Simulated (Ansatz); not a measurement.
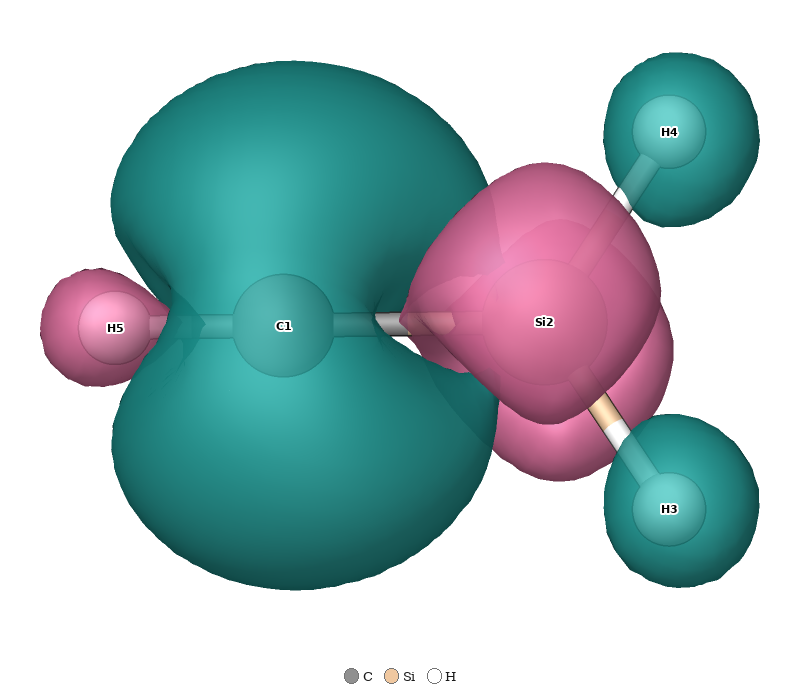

The picture shows: CH3Si (doublet). Isosurfaces of the spin density (α minus β) at +0.015 (teal) and −0.015 e/Å³ (pink), seen at a tilt.

Geometry: PBE0-D3(BJ)/def2-SVP.

Computed with Ansatz, isolated molecule in a Gaussian basis; Kohn-Sham density functional theory, functional PBE0.

```xyz
5

C     1.4347    0.0485    0.5266
Si   -0.1600    0.5448    0.6993
H    -1.0883    0.6740   -0.4544
H    -0.7534    0.8894    2.0179
H     2.4637   -0.2717    0.4153
```

### Describe the spin distribution.

The unpaired spin (1 electron) lies mostly on C1 (about 0.9), in electrons by Hirshfeld's partition.
